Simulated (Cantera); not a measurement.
A closed system holds: 1 mol CH3SiH3, 1.4 mol HCl, a varied amount of H2, at 2623 K and 0.0120 bar.

Method: chemical equilibrium by Gibbs-energy minimisation in Cantera with the NASA 1993 tables (ideal gas, pure condensed phases). Candidate condensed phases: C, C6H6, C7H8, C8H18, Si, SiC; 109 gas species. The feed counts by its element totals alone. The tables' values for SiCl are old estimates; treat these amounts as uncertain. Gases not in the tables: Si2H6 and higher silanes. Kinetics and transport are ignored.

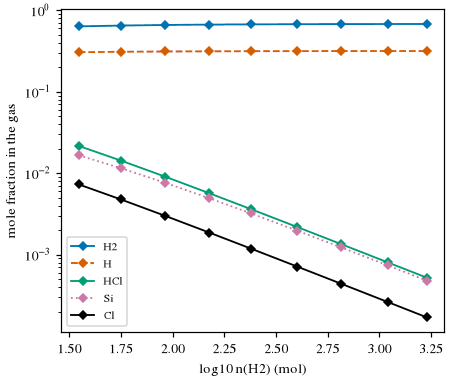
Figure: Equilibrium gas composition (values under 1e-9 drawn at 1e-9)

**Question.** Read off the mole fractions at 92 mol H2.

**Answer.** H2 about 0.66, H about 0.31, HCl about 0.0091, Si about 0.0076, Cl about 0.0030.
